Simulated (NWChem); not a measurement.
# CH4AlCl (SMILES [CH3][AlH][Cl]): levels of theory compared

We compute a comparison of 3 runs (HF/STO-3G, HF/3-21G, B3LYP/6-31G*) of CH4AlCl. 

The results are computed with NWChem 7.3.0.

## (1) The molecule

CH4AlCl: 7 atoms, total charge 0, spin state singlet. SMILES: `[CH3][AlH][Cl]`. The coordinates come from a PBE0-D4/def2-TZVP relaxation.

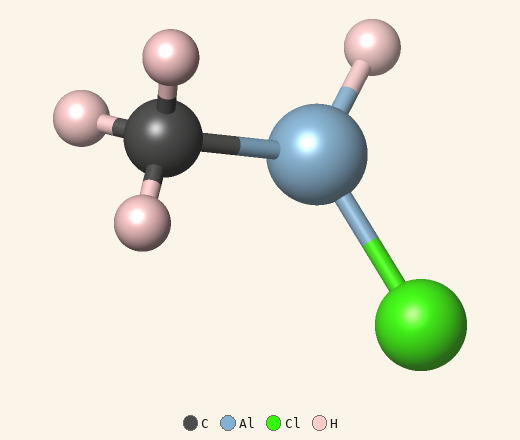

Viewed from a chosen angle; carbon dark grey, aluminium light blue, chlorine green, hydrogen pink.

## (2) Energy and gradient at HF/STO-3G (run 1)

The input, ch4alcl.xyz:

```xyz
7

C     -0.712200     0.523000    -0.285500
Al     0.857100    -0.506700     0.197600
Cl     0.695700    -2.008100     1.663900
H     -0.538800     1.590300    -0.112400
H     -1.598400     0.225700     0.277700
H     -0.932100     0.413800    -1.352500
H      2.289900    -0.306000    -0.434600
```

The input, run.py:

```python
from ase.io import read
from ase.calculators.nwchem import NWChem

atoms = read('ch4alcl.xyz')

calc = NWChem(
    label='ch4alcl',
    theory='scf',
    memory='2200 mb',
    basis='STO-3G',
    basispar='spherical bse',
    scf={'nopen': '0', 'rhf': None, 'thresh': '1e-08', 'maxiter': '80', 'print': 'low'},
)
atoms.calc = calc

forces = atoms.get_forces()
e = atoms.get_potential_energy()
print(f"E = {e:.6f} eV")
print("forces (eV/A):")
for s, f in zip(atoms.symbols, forces):
    print(f"{s:2s} {f[0]:10.5f} {f[1]:10.5f} {f[2]:10.5f}")
```

On the command line:

```console
export ASE_NWCHEM_COMMAND="nwchem PREFIX.nwi > PREFIX.nwo"
python run.py
```

The program printed:

```text
E = -19957.777136 eV
forces (eV/A):
C     0.70973   -0.35121    0.12480
Al    1.29491    0.59223   -0.95810
Cl   -0.00303    0.43359   -0.40901
H    -0.13591   -0.50980   -0.01414
H     0.29964    0.17987   -0.26693
H     0.03903   -0.00190    0.52024
H    -2.20436   -0.34283    1.00314
```

The calculator wrote ch4alcl.nwi:

```
title "ch4alcl"

permanent_dir ch4alcl

scratch_dir ch4alcl

start ch4alcl

geometry units angstrom nocenter noautosym noautoz
  C  -7.1220000000000006e-01 5.2300000000000002e-01 -2.8549999999999998e-01
  Al 8.5709999999999997e-01 -5.0670000000000004e-01 1.9760000000000000e-01
  Cl 6.9569999999999999e-01 -2.0081000000000002e+00 1.6638999999999999e+00
  H  -5.3879999999999995e-01 1.5903000000000000e+00 -1.1240000000000000e-01
  H  -1.5984000000000000e+00 2.2570000000000001e-01 2.7770000000000000e-01
  H  -9.3210000000000004e-01 4.1380000000000000e-01 -1.3525000000000000e+00
  H  2.2898999999999998e+00 -3.0599999999999999e-01 -4.3459999999999999e-01
end

memory 2200 mb

basis spherical bse noprint
   * library STO-3G
end

scf
  nopen 0
  rhf
  thresh 1e-08
  maxiter 80
  print low
end

task scf gradient
```

ch4alcl.nwo:

```text
Northwest Computational Chemistry Package (NWChem) 7.3.0
             --------------------------------------------------------

           Job information
           ---------------

    nwchem branch   = 7.3.0
    use scalapack   = T
    input           = ch4alcl.nwi
    prefix          = ch4alcl.
    data base       = ch4alcl/ch4alcl.db
    status          = startup
    nproc           =        1

           Memory information
           ------------------

    heap     =     72089598 doubles =      550.0 Mbytes
    stack    =     72089595 doubles =      550.0 Mbytes
    global   =    144179200 doubles =     1100.0 Mbytes (distinct from heap & stack)
    total    =    288358393 doubles =     2200.0 Mbytes
    verify   = yes
    hardfail = no

           Directory information
           ---------------------

  0 permanent = ch4alcl
  0 scratch   = ch4alcl

                                NWChem Input Module
                                -------------------

                                      ch4alcl
                                      -------

[... 28 lines left out ...]
            Nuclear Dipole moment (a.u.)
[... 67 lines left out ...]
 Forming initial guess at       0.0s

 Starting SCF solution at       0.1s

       Final RHF  results
       ------------------

         Total SCF energy =   -733.434787836916
      One-electron energy =  -1268.911480904448
      Two-electron energy =    409.898364747525
 Nuclear repulsion energy =    125.578328320007

        Time for solution =      1.1s

                              NWChem Gradients Module
                              -----------------------

                         RHF ENERGY GRADIENTS

    atom               coordinates                        gradient
                 x          y          z           x          y          z
   1 C      -1.345863   0.988327  -0.539517   -0.013802   0.006830  -0.002427
   2 Al      1.619684  -0.957524   0.373410   -0.025182  -0.011517   0.018632
   3 Cl      1.314682  -3.794759   3.144315    0.000059  -0.008432   0.007954
   4 H      -1.018184   3.005231  -0.212405    0.002643   0.009914   0.000275
   5 H      -3.020538   0.426511   0.524777   -0.005827  -0.003498   0.005191
   6 H      -1.761414   0.781969  -2.555854   -0.000759   0.000037  -0.010117
   7 H       4.327284  -0.578256  -0.821275    0.042868   0.006667  -0.019508

 Task  times  cpu:        1.8s     wall:        1.8s
 Total times  cpu:        1.9s     wall:        1.9s
```

Run time: 3.3 s. Hardware: 1 thread of AMD EPYC 7R43 (Zen 3), shared host; peak memory 0.098 GiB.

## (3) Energy and forces at HF/3-21G (run 2)

The input, calc.xyz:

```xyz
7
CH4AlCl
C     -0.712200     0.523000    -0.285500
Al     0.857100    -0.506700     0.197600
Cl     0.695700    -2.008100     1.663900
H     -0.538800     1.590300    -0.112400
H     -1.598400     0.225700     0.277700
H     -0.932100     0.413800    -1.352500
H      2.289900    -0.306000    -0.434600
```

The input, run.py:

```python
from ase.io import read
from ase.calculators.nwchem import NWChem

mol = read('calc.xyz')

calc = NWChem(
    label='calc',
    theory='scf',
    memory='2200 mb',
    basis='3-21G',
    basispar='spherical bse',
    scf={'nopen': '0', 'rhf': None, 'thresh': '1e-08', 'maxiter': '80'},
)
mol.calc = calc

forces = mol.get_forces()
print(f"energy = {mol.get_potential_energy():.6f} eV")
print("forces (eV/A):")
for s, f in zip(mol.symbols, forces):
    print(f"{s:2s} {f[0]:10.5f} {f[1]:10.5f} {f[2]:10.5f}")
print("dipole (e A):", mol.get_dipole_moment().round(4))
```

On the command line:

```console
export ASE_NWCHEM_COMMAND="nwchem PREFIX.nwi > PREFIX.nwo"
python run.py
```

The program printed:

```text
energy = -20080.307008 eV
forces (eV/A):
C    -0.58302    0.39096   -0.17735
Al    0.49021    1.00926   -1.10485
Cl   -0.11544   -1.30669    1.26755
H    -0.07837   -0.19078   -0.01975
H     0.15118    0.10212   -0.14619
H    -0.00473    0.01949    0.20219
H     0.14013   -0.02437   -0.02160
dipole (e A): [-0.0878  0.4814 -0.4275]
```

The calculator wrote calc.nwi:

```
title "calc"

permanent_dir calc

scratch_dir calc

start calc

geometry units angstrom nocenter noautosym noautoz
  C  -7.1220000000000006e-01 5.2300000000000002e-01 -2.8549999999999998e-01
  Al 8.5709999999999997e-01 -5.0670000000000004e-01 1.9760000000000000e-01
  Cl 6.9569999999999999e-01 -2.0081000000000002e+00 1.6638999999999999e+00
  H  -5.3879999999999995e-01 1.5903000000000000e+00 -1.1240000000000000e-01
  H  -1.5984000000000000e+00 2.2570000000000001e-01 2.7770000000000000e-01
  H  -9.3210000000000004e-01 4.1380000000000000e-01 -1.3525000000000000e+00
  H  2.2898999999999998e+00 -3.0599999999999999e-01 -4.3459999999999999e-01
end

memory 2200 mb

basis spherical bse noprint
   * library 3-21G
end

scf
  nopen 0
  rhf
  thresh 1e-08
  maxiter 80
end

task scf gradient
```

calc.nwo, shortened:

```text
[...]
      One-electron energy =  -1271.576655430373
[... 1 line left out ...]
 Nuclear repulsion energy =    125.578328320007
[... 38 lines left out ...]
                       ROHF Final Molecular Orbital Analysis
[... 212 lines left out ...]
                              NWChem Gradients Module
[...]
  wavefunction    =   RHF
                         RHF ENERGY GRADIENTS
    atom               coordinates                        gradient
                 x          y          z           x          y          z
   1 C      -1.345863   0.988327  -0.539517    0.011338  -0.007603   0.003449
   2 Al      1.619684  -0.957524   0.373410   -0.009533  -0.019627   0.021486
   3 Cl      1.314682  -3.794759   3.144315    0.002245   0.025411  -0.024650
   4 H      -1.018184   3.005231  -0.212405    0.001524   0.003710   0.000384
   5 H      -3.020538   0.426511   0.524777   -0.002940  -0.001986   0.002843
   6 H      -1.761414   0.781969  -2.555854    0.000092  -0.000379  -0.003932
   7 H       4.327284  -0.578256  -0.821275   -0.002725   0.000474   0.000420
[...]
```

It took 3.6 s on 1 thread of AMD EPYC 7R43 (Zen 3), shared host; peak memory 0.098 GiB.

## (4) Energy and forces at B3LYP/6-31G(d) (Cartesian functions) (run 3)

The input, ch4alcl.nw:

```
START ch4alcl
memory total 2200 mb

GEOMETRY noautosym nocenter noautoz
   C       -0.712200       0.523000      -0.285500
   Al       0.857100      -0.506700       0.197600
   Cl       0.695700      -2.008100       1.663900
   H       -0.538800       1.590300      -0.112400
   H       -1.598400       0.225700       0.277700
   H       -0.932100       0.413800      -1.352500
   H        2.289900      -0.306000      -0.434600
END

BASIS "ao basis" cartesian
   * library 6-31G*
END

DFT
   xc b3lyp
   grid xfine
   convergence energy 1e-08
   maxiter 100
   mulliken
   noprint "final vectors analysis"
END

TASK dft gradient
```

On the command line:

```console
nwchem ch4alcl.nw > ch4alcl.out
```

The program printed:

```text
[...]
          Wavefunction type:  closed shell.
          No. of atoms     :     7
          No. of electrons :    40
[...]
          Charge           :     0
          Spin multiplicity:     1
[...]
          AO basis - number of functions:    61
[...]
              XC Information
              --------------
                         B3LYP Method XC Potential
                     Hartree-Fock (Exact) Exchange  0.200
                        Slater Exchange Functional  0.800 local
                    Becke 1988 Exchange Functional  0.720 non-local
              Lee-Yang-Parr Correlation Functional  0.810
                  VWN I RPA Correlation Functional  0.190 local
[...]
 d= 0,ls=0.0,diis     1   -743.1813069670 -8.69D+02  1.41D-02  4.06D-01     2.8
[...]
 d= 0,ls=0.0,diis     8   -743.2155122045  4.08D-10  3.67D-06  5.37D-08    18.0
         Total DFT energy =     -743.215512204499
      One electron energy =    -1276.416450550646
           Coulomb energy =      461.516653476637
    Exchange-Corr. energy =      -53.894043450497
 Nuclear repulsion energy =      125.578328320007
[...]
      Total Density - Mulliken Population Analysis
     ---------------------------------------------
    Atom       Charge   Shell Charges
 -----------   ------   -------------------------------------------------------
    1 C    6     6.71   1.99  0.67  2.12  0.68  1.22  0.02
    2 Al  13    12.45   2.00  1.99  5.96  0.97  1.15  0.13  0.14  0.10
    3 Cl  17    17.28   2.00  1.99  5.97  1.45  3.64  0.55  1.71 -0.04
    4 H    1     0.83   0.51  0.31
    5 H    1     0.82   0.52  0.30
    6 H    1     0.83   0.51  0.31
    7 H    1     1.09   0.49  0.60
[...]
  wavefunction    = closed shell
                         DFT ENERGY GRADIENTS
    atom               coordinates                        gradient
                 x          y          z           x          y          z
   1 C      -1.345863   0.988327  -0.539517    0.000684  -0.000676   0.000257
   2 Al      1.619684  -0.957524   0.373410   -0.002754  -0.002598   0.003308
   3 Cl      1.314682  -3.794759   3.144315    0.000142   0.004935  -0.004687
   4 H      -1.018184   3.005231  -0.212405    0.000090  -0.002132  -0.000384
   5 H      -3.020538   0.426511   0.524777    0.002137   0.000147  -0.000793
   6 H      -1.761414   0.781969  -2.555854    0.000821   0.000176   0.002071
   7 H       4.327284  -0.578256  -0.821275   -0.001121   0.000147   0.000228
[...]
```

Wall time 26 s (1 thread of AMD EPYC 7R43 (Zen 3), shared host); peak memory 0.13 GiB.

## (5) The series

| run | level | Cartesian functions | iteration cap | energy (Eh) | largest force (eV/Å) | wall time |
| --- | --- | --- | --- | --- | --- | --- |
| 1 | HF/STO-3G | no | 80 | -733.434788 | 2.446 | 3.3 s |
| 2 | HF/3-21G | no | 80 | -737.937678 | 1.824 | 3.6 s |
| 3 | B3LYP/6-31G* (Cartesian functions) | yes | 100 | -743.215512 | 0.350 | 26 s |

## (6) Results

| quantity | value |
| --- | --- |
| run 3: total energy | -743.21551 Eh |
| run 3: dipole moment | 2.14 D |
| run 3: largest force on an atom | 0.350 eV/Å |

In words: In run 1 the basis is minimal, so the values are rough. All runs together took 33 s, the longest 26 s.
